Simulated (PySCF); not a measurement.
# EPR calculation of CH$_{8}$O$_{2}$PSi$_{3}$

CH$_{8}$O$_{2}$PSi$_{3}$, multiplicity 2, SMILES O=CO[SiH2]P([SiH2])[SiH3], computed with UKS B3LYP, pcH-1 on C H O P Si, non-relativistic, mean-field spin-orbit, GIAO (PySCF 2.14.0).

It belongs to a series of runs on one base structure; here: H removed from Si.

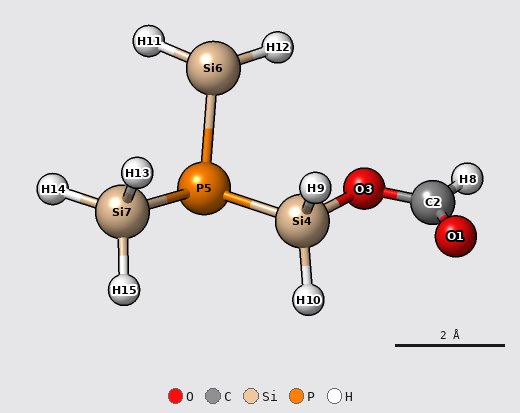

**Figure 1.** The structure as given in the input (ball-and-stick view, seen at a tilt; atoms are numbered from 1 in the order of the input). Bond lengths as drawn: C–H 1.10 Å, C–O 1.19 to 1.31 Å, H–Si 1.46 to 1.47 Å, O–Si 1.67 Å and P–Si 2.20 to 2.22 Å.

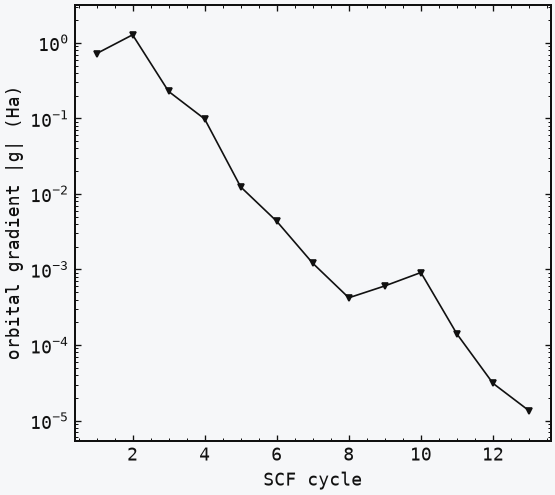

**Figure 2.** Convergence of the self-consistent field: orbital gradient |g| against the SCF cycle. All cycles printed in the log are drawn one after another.

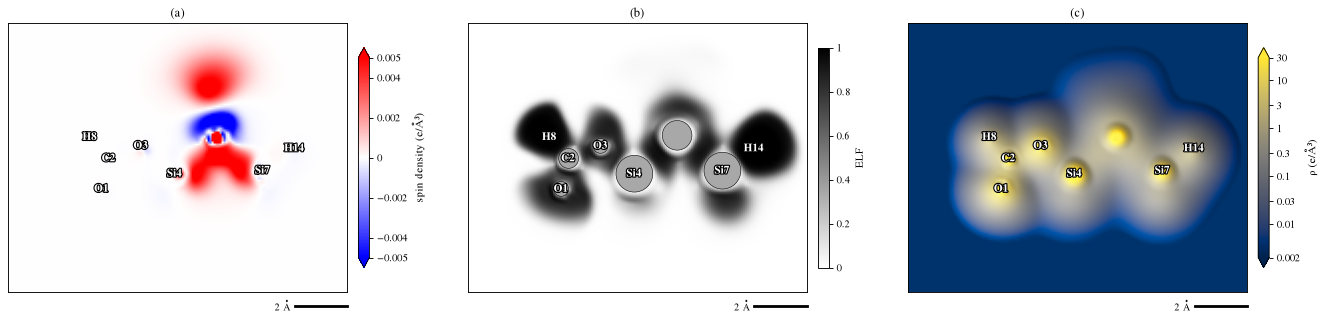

**Figure 3.** (a) spin density (α minus β); (b) electron localisation function; (c) total electron density on the plane of atoms C2, O3 and Si4. Grey discs, where drawn, cover atomic cores. Si–O (1.67 Å): ρ is about 1.1 e/Å³ halfway; the ELF peaks at about 0.85 between the atoms, which marks a polar covalent bond. C–O (1.31 Å): ρ is about 2.5 e/Å³ halfway, with its minimum of 2.2 e/Å³ about 0.5 Å from C; the ELF peaks at about 0.85 between the atoms, which marks a polar covalent bond. Si–H (1.46 Å): ρ at the midpoint is about 0.8 e/Å³; the ELF climbs to about 1 towards the hydrogen, as it does in any bond to H. The unpaired spin (1 electron) lies mostly on Si6 (about 0.7) and P5 (about 0.1), in electrons by Hirshfeld's partition.

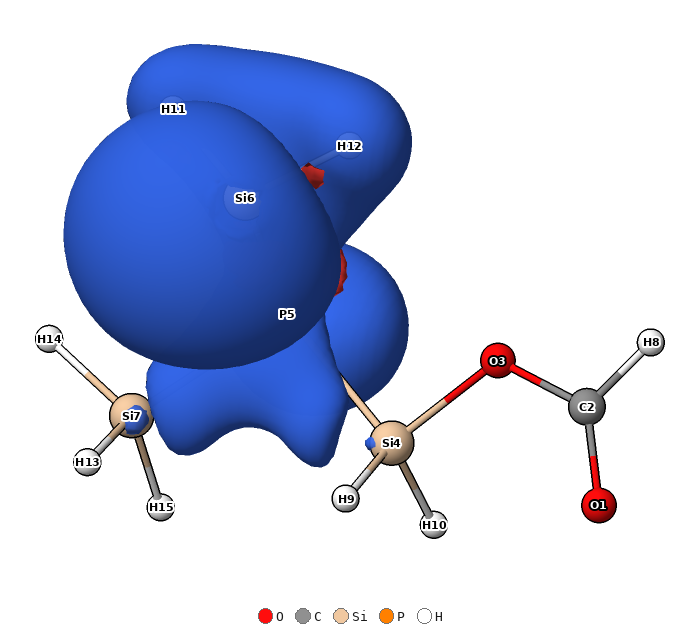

**Figure 4.** Isosurfaces of the spin density at +0.006 (blue) and −0.006 e/Å³ (red), seen at a tilt. The unpaired spin (1 electron) lies mostly on Si6 (about 0.7) and P5 (about 0.1), in electrons by Hirshfeld's partition.

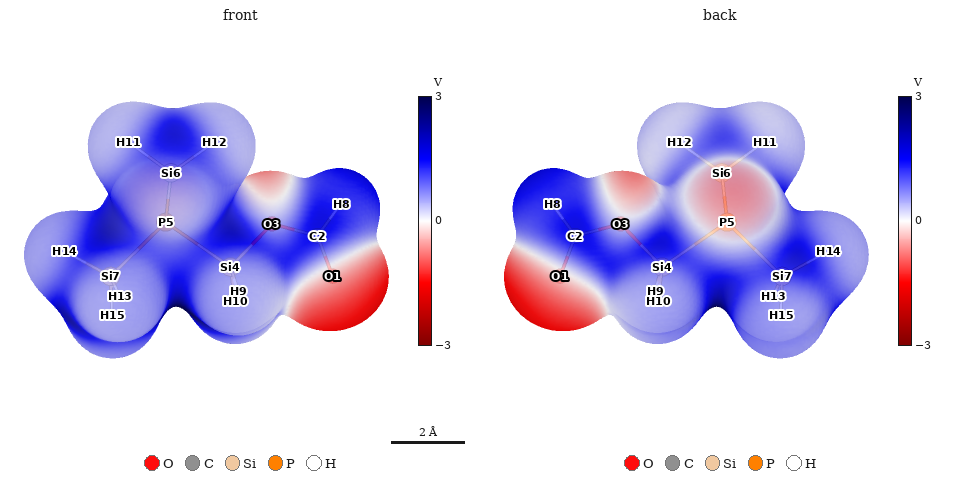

**Figure 5.** The molecular electrostatic potential painted on the density surface at 0.004 e/bohr³, seen at a tilt and from behind; the colour scale runs from red (negative) to blue (positive).

These pictures come from the run below.

## The input
```
{"job": {"kind": "epr", "basis": "pcH-1"}, "charge": 0, "multiplicity": 2}
O      3.670949    -0.515109     0.382515
C      3.189776     0.393869    -0.222323
O      1.921083     0.519631    -0.507905
Si     0.859617    -0.676906    -0.033400
P     -0.952215     0.075764    -1.026658
Si    -1.261402     2.041970    -0.040213
Si    -2.443262    -1.274987    -0.084660
H      3.773714     1.244704    -0.615077
H      0.864980    -0.717592     1.426584
H      1.277334    -1.948350    -0.608525
H     -2.479063     2.617935    -0.626035
H     -0.134556     2.927061    -0.356276
H     -2.424324    -1.190812     1.376868
H     -3.745330    -0.853533    -0.593232
H     -2.121714    -2.635657    -0.504885
```

The first line tells a small driver script what to run in PySCF; the rest is the geometry in Å.

Command:
```bash
OMP_NUM_THREADS=1 python <driver script> task.json out
```

## What the program printed
```
UKS, coarse grid
  cycle   1  E = -1403.08978373  |g| = 7.22e-01
  cycle   2  E = -1402.67087223  |g| = 1.28e+00
  cycle   3  E = -1403.24649064  |g| = 2.28e-01
  cycle   4  E = -1403.26200405  |g| = 9.84e-02
  cycle   5  E = -1403.26522464  |g| = 1.24e-02
  cycle   6  E = -1403.26526954  |g| = 4.35e-03
  cycle   7  E = -1403.26527965  |g| = 1.21e-03
  cycle   8  E = -1403.26528223  |g| = 4.22e-04
UKS, final grid
  cycle   1  E = -1403.26528375  |g| = 6.06e-04
  cycle   2  E = -1403.26528349  |g| = 9.12e-04
  cycle   3  E = -1403.26528398  |g| = 1.40e-04
  cycle   4  E = -1403.26528399  |g| = 3.11e-05
  cycle   5  E = -1403.26528399  |g| = 1.35e-05
E = -1403.26528399 Eh   <S^2> = 0.7525 (exact 0.7500)
g shifts (ppm)      1          2          3
  rmc          -136       -136       -136
  gc             12         38         38
  oz_so        -255       2106       5610
  total        -379       2008       5511
hyperfine (MHz)  atom isotope    a_iso     a_fc   dipolar eigenvalues
    0   17O      -0.02      -0.02     -0.10      0.02      0.08
    1   13C      -0.03      -0.03     -0.16     -0.13      0.28
    2   17O       0.52       0.52     -0.30      0.11      0.19
    3  29Si     -12.51     -12.53     -2.16      0.60      1.56
    4   31P       5.20       5.52    -64.18    -54.68    118.86
    5  29Si    -454.78    -455.53   -155.27     76.91     78.35
    6  29Si     -19.28     -19.31     -2.84      1.03      1.82
    7    1H      -0.04      -0.04     -0.50     -0.44      0.95
    8    1H       5.24       5.23     -1.58     -0.97      2.55
    9    1H      -1.74      -1.74     -1.05     -0.66      1.71
   10    1H      47.10      47.07     -8.25      0.89      7.36
   11    1H      49.31      49.28     -8.30      1.00      7.30
   12    1H       4.74       4.74     -1.82     -1.01      2.83
   13    1H      -0.41      -0.41     -1.32     -0.80      2.11
   14    1H      -1.37      -1.37     -1.10     -0.70      1.80
```

## Summary

```tsv
quantity	value
outcome	converged
total energy	−1403.265284 hartree
⟨S²⟩	0.752
isotropic g	2.0047
hardware	1 CPU thread, shared host
wall time	1.7 min
peak memory	1.1 GiB
```
